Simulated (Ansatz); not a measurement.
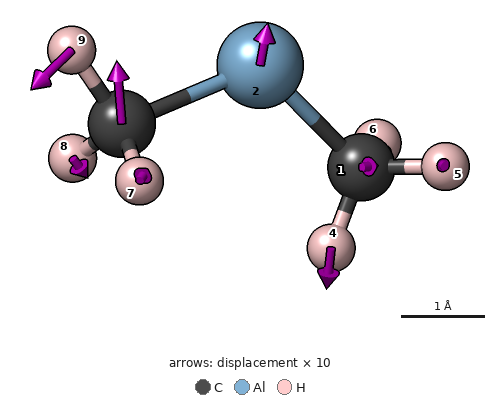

A relaxation of C$_{2}$H$_{6}$Al (multiplicity 2) (coarse preliminary run). The starting structure is drawn; purple arrows show the displacements, magnified 10 times. The two geometries are superimposed by the best rigid fit.

The picture is a ball-and-stick view, seen at a tilt.

The start comes from a force field.

These are results of Ansatz 0.2.0, UKS PBE-D4/def2-SVP, not measurements.

The input:
```yaml
crystal:
  periodic: [false, false, false]
  atoms:
    - {symbol: C, position_ang: [-0.800600, 1.112300, -0.941700]}
    - {symbol: Al, position_ang: [0.694900, 0.685000, 0.206600]}
    - {symbol: C, position_ang: [0.819000, -1.150500, 0.938200]}
    - {symbol: H, position_ang: [-1.433000, 0.281900, -1.069700]}
    - {symbol: H, position_ang: [-0.478600, 1.466500, -1.968500]}
    - {symbol: H, position_ang: [-1.421400, 2.002600, -0.490900]}
    - {symbol: H, position_ang: [0.931300, -1.881200, 0.123500]}
    - {symbol: H, position_ang: [0.002600, -1.353400, 1.573800]}
    - {symbol: H, position_ang: [1.774400, -1.209500, 1.611600]}
basis:
  gaussian: {orbitals: def2-SVP}
magnetization: {spin_polarized: true, initial_magnetization: 1}
hamiltonian: {xc: pbe, dispersion: d4}
relax: {f_tol: 0.03, max_steps: 200}
```

Q: What did the optimiser do to the structure, and how much energy did it gain?

A: After 5 geometry steps the energy has fallen by 6.70 kcal/mol. The largest force component goes from 3.3 to 0.0076 eV/Å. The atom that moves furthest after the best rigid fit is C3 (0.081 Å). By element the largest moves are C 0.081 Å, H 0.079 Å, Al 0.056 Å. Some distances before and after: C1–H6 1.175 → 1.111 Å, C3–H9 1.170 → 1.108 Å, C1–H4 1.052 → 1.111 Å, C1–Al2 1.933 → 1.989 Å. Among the angles between lasting bonds that change: Al2–C3–H9 108.1° → 115.0°, H7–C3–H8 113.4° → 106.8°, H8–C3–H9 106.0° → 108.2°. The run took roughly 18 core-seconds on a shared host.
